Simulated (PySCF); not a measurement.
Si(H)(Et)(OH)2, C₂H₈O₂Si, SMILES CC[SiH](O)O, singlet at its CAM-B3LYP/def2-SVP optimised geometry (Å):

```
13

Si    -0.7459     0.4236     0.0000
O      0.9164     0.4236     0.0000
O     -1.3859     1.9551     0.0000
C     -1.2855    -0.3758     1.5855
C     -0.7181    -1.7787     1.8107
H     -1.2069    -0.2959    -1.2272
H      1.3859     0.4942    -0.8360
H     -1.3438     2.4791    -0.8053
H     -0.9803     0.3016     2.4013
H     -2.3883    -0.3872     1.6056
H     -1.0388    -2.1988     2.7760
H      0.3819    -1.7641     1.7987
H     -1.0445    -2.4791     1.0253
```

Method: CAM-B3LYP/def2-TZVP (PySCF).

Map of the electrostatic potential (hartree/e), clipped to [-0.08, 0.12] on the plane z = 1.0 Å:

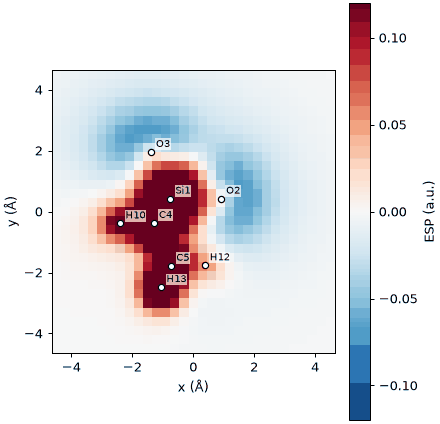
Figure. Electrostatic potential (hartree/e), clipped to [-0.08, 0.12] on the plane z = 1.0 Å.
